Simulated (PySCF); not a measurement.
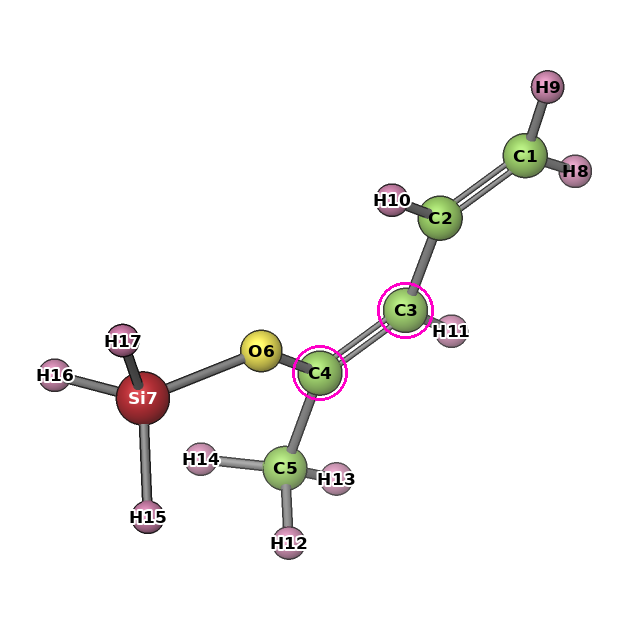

Atoms fade into the background with distance from the viewer. Circles mark the stereogenic atoms. The computed structure is the end point of a PBE0-D3(BJ)/def2-SVP optimisation. No frequency run is at hand to confirm it as a minimum.

Q: What are the Cahn–Ingold–Prelog descriptors?

A: C3=C4: Z.
